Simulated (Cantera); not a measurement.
A closed system holds: 1 mol PbS, 130 mol H₂, equilibrated at 2175 K.

These are equilibrium values from Cantera (NASA tables, ideal gas, pure condensed phases), not measurements of a reactor. Candidate condensed phases: Pb, PbS, S; 10 gas species. Kinetics and transport are ignored.

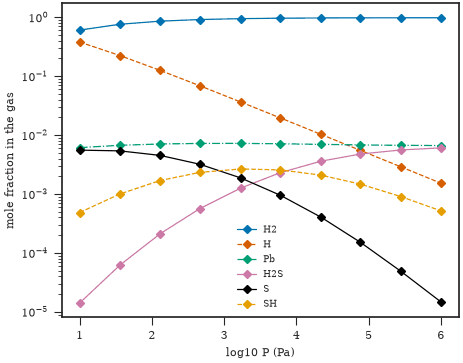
Equilibrium gas composition (values under 1e-9 drawn at 1e-9)

From 0.0750 Torr to 7500 Torr nothing is condensed. The main Pb-bearing gas is Pb throughout.
